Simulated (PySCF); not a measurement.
# Atomic calculation for C

System: C, configuration 1s2 2s2 2p2, multiplicity 3.
Method: unrestricted LC-wPBE, x2c-QZVPPall plus 1 even-tempered diffuse shell per l, spin-free X2C-1e, Gaussian nucleus (PySCF).

Summary:

- outcome: converged
- total energy: −37.840070 hartree
- ⟨S²⟩: 2.003
- ⟨L²⟩: 2.01
- static polarisability: 12.3 bohr³
- C₆ of the like pair: 48.9 hartree bohr⁶
- SCF iterations: 7
- hardware: 1 CPU thread, shared host
- CPU time: 8.9 s (integrals apart)

Input:
```python
from pyscf import gto, scf, dft, mp, cc
import basis_set_exchange as bse
mol = gto.M(atom="C 0 0 0", charge=0, spin=2, symmetry="D2h",
            basis=gto.basis.parse(bse.get_basis("x2c-QZVPPall", elements=["C"], fmt="nwchem", augment_diffuse=1)),
            nucmod="G")
mf = dft.UKS(mol, xc="LC_WPBE").sfx2c1e()
mf.irrep_nelec = {'Ag': (2, 2), 'B1u': (1, 0), 'B2u': (1, 0)}
mf.kernel()
```

The script is an equivalent of what the driver set up; the driver started from orbitals of its own, so the log can be shorter than this script's would be, and it computed the properties (radii, ⟨L²⟩, response) afterwards. It held the occupations shell by shell, which the script's counts by irreducible representation don't always enforce.

Log (extracts):
```
damping factor = 0
level_shift factor = 0
DIIS = <class 'pyscf.scf.diis.CDIIS'>
diis_start_cycle = 1
diis_space = 10
diis_damp = 0
SCF conv_tol = 1e-09
SCF conv_tol_grad = None
number electrons alpha = 4  beta = 2
XC functionals = LC_WPBE
    O. A. Vydrov and G. E. Scuseria.,  J. Chem. Phys. 125, 234109 (2006)
cycle= 1 E= -37.8398341541148  delta_E= -0.00482  |g|= 0.0172  |ddm|= 0.0628
cycle= 2 E= -37.8400449666501  delta_E= -0.000211  |g|= 0.00474  |ddm|= 0.015
cycle= 3 E= -37.8400694847027  delta_E= -2.45e-05  |g|= 0.000797  |ddm|= 0.00656
cycle= 4 E= -37.8400703452127  delta_E= -8.61e-07  |g|= 0.000171  |ddm|= 0.00126
cycle= 5 E= -37.8400703793764  delta_E= -3.42e-08  |g|= 4.46e-05  |ddm|= 0.000257
cycle= 6 E= -37.840070382261  delta_E= -2.88e-09  |g|= 5.98e-06  |ddm|= 8.28e-05
cycle= 7 E= -37.8400703823105  delta_E= -4.95e-11  |g|= 5.36e-07  |ddm|= 1.12e-05
converged SCF energy = -37.8400703823105  <S^2> = 2.0032906  2S+1 = 3.0021929
```

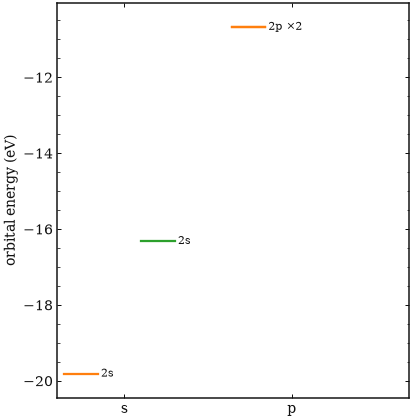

Orbital energies of the mean field, from the top down to −19.8 eV, by angular momentum, α spin at the left of each column and β at the right; ×n counts the orbitals under one label. The highest filled orbital is 2p α at −10.7 eV, the lowest empty one p α at −1.37 eV.

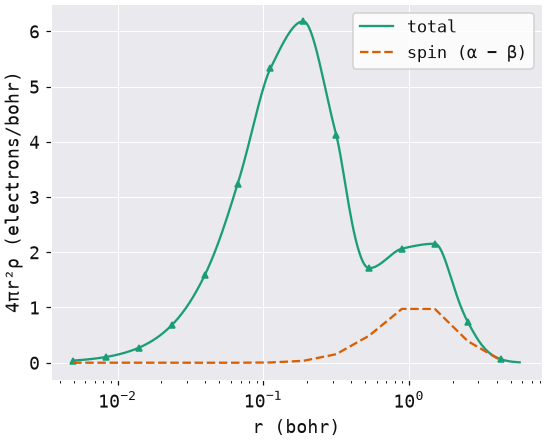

Spherically averaged radial density 4πr²ρ of the mean field and its spin part; markers are the stored points, which are sparse, and the line is a monotone interpolation between them. The largest stored value is 6.18 electrons/bohr at r = 0.19 bohr. Root-mean-square radii of the shells: 1s 0.315, 2s 1.75, 2p 1.95 bohr.
